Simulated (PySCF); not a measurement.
**C$_{4}$H$_{9}$NSi$_{2}$: NMR shielding calculation**

- system: C$_{4}$H$_{9}$NSi$_{2}$
- method: GIAO PBE0/pcSseg-1 NMR shielding, non-relativistic, gas phase (PySCF 2.14.0)

The geometry comes from this level: GFN2-xTB. Figures and captions count atoms from 1; the log counts them from 0 in places.

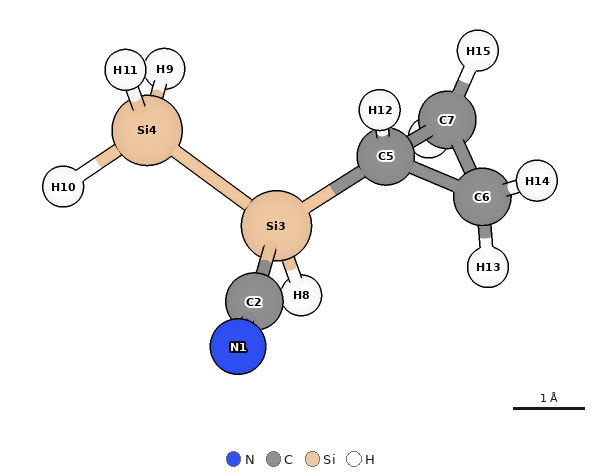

Figure 1. The structure (ball-and-stick view, seen at a tilt; atoms are numbered from 1 in the order of the input). Bond lengths as drawn: C–C 1.49 to 1.50 Å, C–H 1.08 to 1.09 Å, C–N 1.15 Å, C–Si 1.87 to 1.89 Å, H–Si 1.46 to 1.47 Å and Si–Si 2.32 Å.

Input
```
{"job": {"kind": "nmr", "xc": "PBE0", "basis": "pcSseg-1"}, "charge": 0, "multiplicity": 1}
N      1.226725     3.224297    -1.077635
C      0.914302     2.124648    -0.991463
Si     0.475134     0.310067    -0.842578
Si     2.400408    -0.961547    -0.627516
C     -0.640364     0.209342     0.677383
C     -2.115828     0.477044     0.575524
C     -1.630008    -0.917071     0.788208
H     -0.351807     0.078618    -2.041348
H      2.070895    -2.381931    -0.473835
H      3.257085    -0.830710    -1.806243
H      3.185569    -0.565863     0.543515
H     -0.182897     0.511493     1.613912
H     -2.526168     0.735013    -0.389271
H     -2.599704     0.984793     1.396553
H     -1.783212    -1.375073     1.754290
H     -1.707729    -1.614175    -0.033763
```

The first line tells a small driver script what to run in PySCF; the rest is the geometry in Å.

Launch command:
```bash
OMP_NUM_THREADS=1 python <driver script> task.json out
```

Log
```
coarse grid: 14240 points
cycle   1  E = -790.8970612156  dE =  6.468e-01  |g| = 4.474e-01  |ddm| = 3.612e+00
cycle   2  E = -790.7909475621  dE =  1.061e-01  |g| = 8.192e-01  |ddm| = 9.317e-01
cycle   3  E = -790.9454891785  dE = -1.545e-01  |g| = 1.631e-01  |ddm| = 5.923e-01
cycle   4  E = -790.9511125490  dE = -5.623e-03  |g| = 4.401e-02  |ddm| = 1.337e-01
cycle   5  E = -790.9515391242  dE = -4.266e-04  |g| = 9.915e-03  |ddm| = 4.004e-02
cycle   6  E = -790.9515629610  dE = -2.384e-05  |g| = 2.345e-03  |ddm| = 1.168e-02
cycle   7  E = -790.9515643424  dE = -1.381e-06  |g| = 6.138e-04  |ddm| = 2.766e-03
final grid: 128024 points
cycle   8  E = -790.9915153176  dE = -2.797e-05  |g| = 6.929e-03  |ddm| = 2.717e-02
cycle   9  E = -790.9915082762  dE =  7.041e-06  |g| = 8.774e-03  |ddm| = 1.325e-02
cycle  10  E = -790.9915271105  dE = -1.883e-05  |g| = 1.461e-03  |ddm| = 7.448e-03
cycle  11  E = -790.9915275293  dE = -4.188e-07  |g| = 5.260e-04  |ddm| = 1.092e-03
cycle  12  E = -790.9915275870  dE = -5.769e-08  |g| = 9.347e-05  |ddm| = 3.884e-04
cycle  13  E = -790.9915275891  dE = -2.057e-09  |g| = 2.593e-05  |ddm| = 1.014e-04
cycle  14  E = -790.9915275892  dE = -1.444e-10  |g| = 8.123e-06  |ddm| = 3.105e-05
```

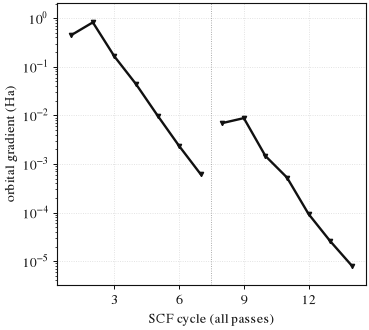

Figure 2. Convergence of the self-consistent field: orbital gradient against the SCF cycle. The dotted line marks the change from a coarse to the final integration grid. The first 7 cycles use a coarse grid, the final grid takes over at cycle 8, and the field converges after 14 cycles in all.

```
converged SCF energy = -790.9915275892

GIAO shielding tensors (ppm)
atom      isotropic    diamagn.    paramagn.     s11        s22        s33       span
  0 N      -97.936     338.132    -436.068   -296.844   -287.415    290.451    587.295
  1 C       62.262     262.788    -200.525    -54.244    -48.799    289.831    344.075
  2 Si     404.463     880.547    -476.084    361.228    389.250    462.911    101.683
  3 Si     465.554     879.618    -414.064    459.704    461.798    475.161     15.457
  4 C      189.880     253.362     -63.482    163.799    180.963    224.878     61.078
  5 C      179.783     253.742     -73.958    148.545    177.033    213.771     65.226
  6 C      183.292     252.441     -69.149    155.634    178.921    215.322     59.688
  7 H       27.864      29.485      -1.620     24.896     26.286     32.411      7.516
  8 H       28.180      28.794      -0.614     24.365     26.628     33.548      9.183
  9 H       28.142      27.809       0.333     24.561     25.649     34.216      9.655
 10 H       28.015      28.685      -0.670     24.755     26.098     33.191      8.435
 11 H       31.732      32.988      -1.257     24.668     28.633     41.894     17.226
 12 H       31.193      31.515      -0.322     25.263     28.332     39.984     14.721
 13 H       30.731      30.659       0.071     24.862     26.162     41.168     16.307
 14 H       30.968      30.763       0.205     25.264     26.196     41.443     16.179
 15 H       31.592      31.851      -0.259     25.749     28.810     40.217     14.468
```

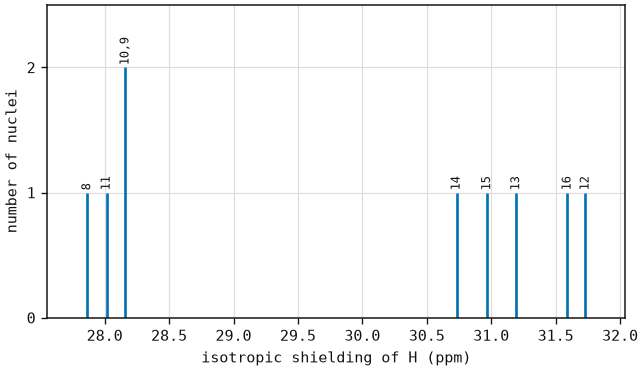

Figure 3. Isotropic shieldings of the hydrogen nuclei in this fixed geometry, labelled by atom number; shielding grows to the right, so chemical shift grows to the left. The least shielded is H8 (27.9 ppm), the most shielded H12 (31.7 ppm).

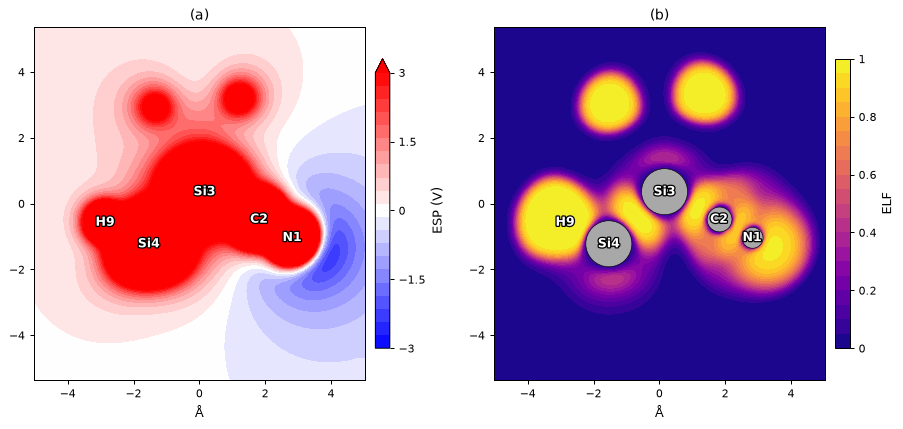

Figure 4. (a) molecular electrostatic potential; (b) ELF on the plane of atoms Si3, Si4 and H9. Grey discs, where drawn, cover atomic cores. The section cuts through N, C, Si and H sites. C–N (1.15 Å): the ELF peaks at about 0.90 between the atoms; a multiple bond by its length, whose ELF region spreads away from the axis. Si–H (1.47 Å): the ELF climbs to about 1 towards the hydrogen, as it does in any bond to H.

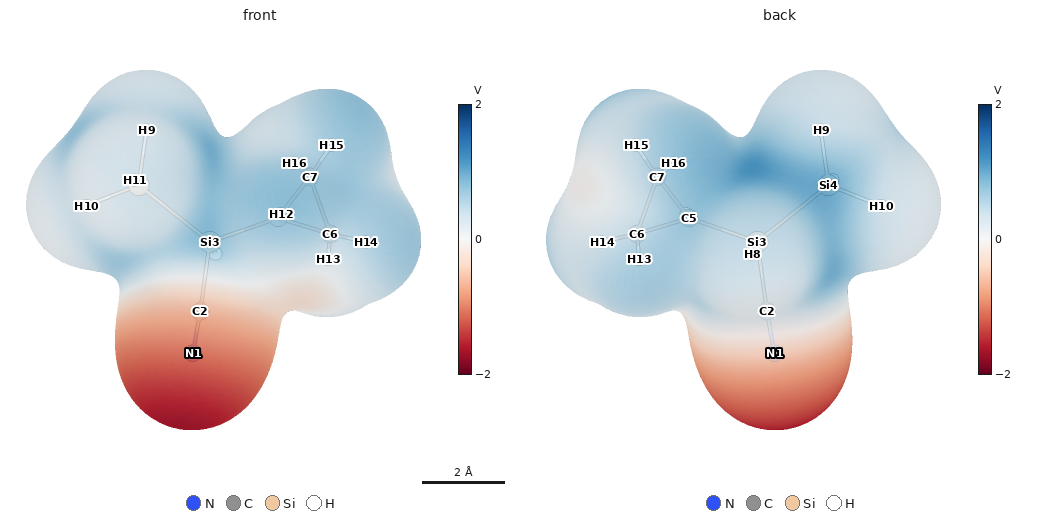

Figure 5. The electrostatic potential painted on the density surface at 0.001 e/bohr³, seen at a tilt and from behind; the colour scale runs from red (negative) to blue (positive). A positive charge is drawn to the negative regions and a negative charge to the positive ones.

Summary

| quantity | value |
| --- | --- |
| outcome | converged |
| total energy | −790.991528 hartree |
| HOMO | −8.46 eV |
| LUMO | −0.66 eV |
| dipole moment | 4.23 D |
| isotropic shielding, N | −97.9 ppm |
| isotropic shielding, C | 62.3 to 189.9 ppm |
| isotropic shielding, Si | 404.5 to 465.6 ppm |
| isotropic shielding, H | 27.9 to 31.7 ppm |
| hardware | 1 CPU thread, shared host |
| wall time | 31 s |
| peak memory | 0.81 GiB |
